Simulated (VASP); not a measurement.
Band structure of GdN (rock salt). Method: PBE GGA, VASP's PBE PAW potentials (set 64) (plane waves; VASP).

The 4f electrons are frozen in the core of the lanthanide potential, so 4f levels, which can set the real gap, and their magnetism are missing.

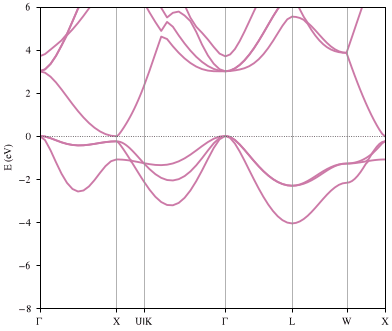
Figure: Bands along high-symmetry lines, zero at the valence-band maximum or, without a gap, the Fermi level

**Question.** Read the plot: is there a gap, and where are the band edges?

**Answer.** It has no gap at this level: it comes out as a metal or semimetal. (Edges off the drawn lines would not show.)

The compound is GdN in the rock salt structure. The cell was not relaxed at this level.
